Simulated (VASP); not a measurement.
Band structure of CaS (rock salt). Calculation: LDA (Ceperley-Alder, Perdew-Zunger), VASP's LDA PAW potentials (set 64) (plane waves; VASP 6.6.1).

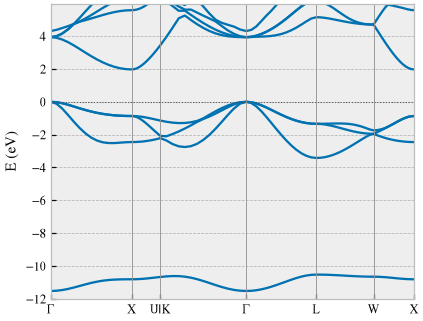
Figure. Bands along high-symmetry lines, zero at the valence-band maximum or, without a gap, the Fermi level

### Question
Read the plot: is there a gap, and where are the band edges?

### Answer
The gap is indirect, 1.97 eV, from the valence maximum at Γ to the conduction minimum at X. (Edges off the drawn lines would not show.)

Measured: gap 4.43 eV (computed value off by -2.46 eV), as given by David Waroquiers et al., Physical Review B (2013), arXiv:1302.6756.

The compound is CaS in the rock salt structure. It was relaxed first, which changed the volume by -6 %.
